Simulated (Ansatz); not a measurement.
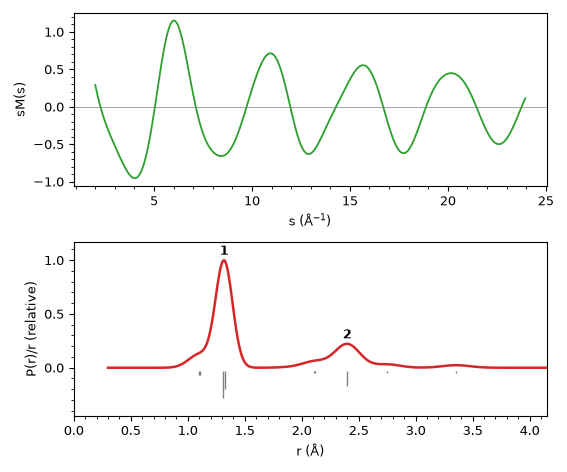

Simulated gas electron diffraction: reduced molecular intensity sM(s) from the Debye equation in the first Born approximation (top) and the radial distribution curve (bottom) of C2H2F (spin multiplicity 2). Each pair of atoms contributes with weight ZᵢZⱼ/r (bars below the curve); damping constant 0.0015 Å²; vibrational amplitudes assumed, not computed: 0.05 Å for bonds, 0.078 Å for bonds to H, 0.06 + 0.015 r up to 0.15 Å for other pairs. The geometry is the end point of an optimisation (UKS PBE-D4/def2-SVP (Ansatz 0.2.0)); it may be a saddle point or a higher isomer.

Assign the numbered peaks of the radial distribution curve (– bonded, ··· not bonded).

Answer. Peak 1, 1.32 Å: F–C 1.31 Å, C–C 1.33 Å
Peak 2, 2.40 Å: F···C 2.40 Å; in its flanks C···H 2.11–2.12 Å, F···H 2.75 Å
